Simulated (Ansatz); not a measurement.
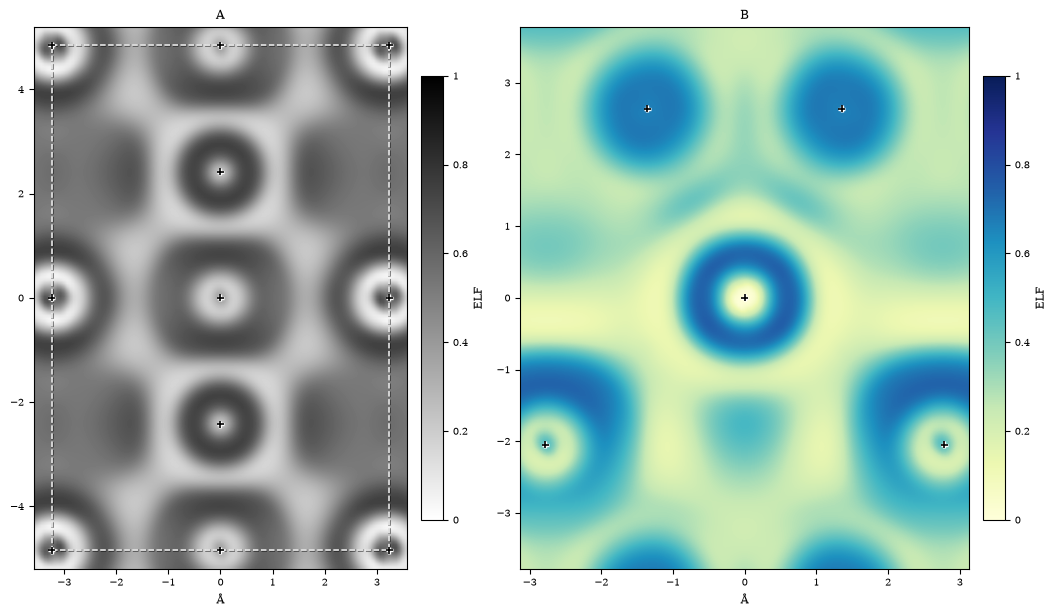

The electron localisation function of 2 systems, each on a plane through atoms (crosses mark nuclei in the plane).

These are results of DFT, PBEsol, plane waves, PAW in Ansatz, not measurements.

System 1: AlMoAs3, the (100) plane of the conventional cell. Space group I4/mcm; a structure from a database of computed crystals, not necessarily the ambient phase; started from the SrTiO3-140 prototype, which need not be the ambient phase; computed without spin polarisation.

```xyz
20
Lattice="6.4722 0.0000 0.0000 0.0000 6.4722 0.0000 0.0000 0.0000 9.6896" Properties=species:S:1:pos:R:3 pbc="T T T"
Al    0.0000    3.2361    2.4224
Al    3.2361    0.0000    7.2672
Al    3.2361    0.0000    2.4224
Al    0.0000    3.2361    7.2672
Mo    0.0000    0.0000    0.0000
Mo    3.2361    3.2361    4.8448
Mo    0.0000    0.0000    4.8448
Mo    3.2361    3.2361    0.0000
As    2.3112    5.5473    0.0000
As    5.5473    2.3112    4.8448
As    0.9249    2.3112    0.0000
As    4.1611    5.5473    4.8448
As    2.3112    0.9249    4.8448
As    5.5473    4.1611    0.0000
As    4.1611    0.9249    0.0000
As    0.9249    4.1611    4.8448
As    0.0000    0.0000    7.2672
As    3.2361    3.2361    2.4224
As    0.0000    0.0000    2.4224
As    3.2361    3.2361    7.2672
```

System 2: TaAs3Pt2, the (100) plane of the conventional cell. Space group Imm2; a structure from a database of computed crystals, not necessarily the ambient phase; started from the PrCu3Pd2-44 prototype, which need not be the ambient phase.

```cif
data_structure
_symmetry_space_group_name_H-M 'P 1'
_symmetry_Int_Tables_number 1
_cell_length_a 5.3533
_cell_length_b 5.5663
_cell_length_c 6.8529
_cell_angle_alpha 90.000
_cell_angle_beta 90.000
_cell_angle_gamma 90.000
_cell_volume 204.20
loop_
_atom_site_label
_atom_site_type_symbol
_atom_site_fract_x
_atom_site_fract_y
_atom_site_fract_z
_atom_site_occupancy
Ta1 Ta 0.00000 0.00000 0.99763 1
Ta2 Ta 0.50000 0.50000 0.49763 1
As1 As 0.24937 0.50000 0.14441 1
As2 As 0.74937 0.00000 0.64441 1
As3 As 0.25063 0.00000 0.64441 1
As4 As 0.75063 0.50000 0.14441 1
As5 As 0.50000 0.00000 0.19895 1
As6 As 0.00000 0.50000 0.69895 1
Pt1 Pt 0.00000 0.24371 0.38230 1
Pt2 Pt 0.50000 0.74371 0.88230 1
Pt3 Pt 0.00000 0.75629 0.38230 1
Pt4 Pt 0.50000 0.25629 0.88230 1
```

Match each panel to its system.

Answer. Panel A is system 1, AlMoAs3: the plane holds Al, Mo and As. Mo–As (2.42 Å): the ELF is about 0.40 at the midpoint. Panel B is system 2, TaAs3Pt2: the plane holds Ta, As and Pt.
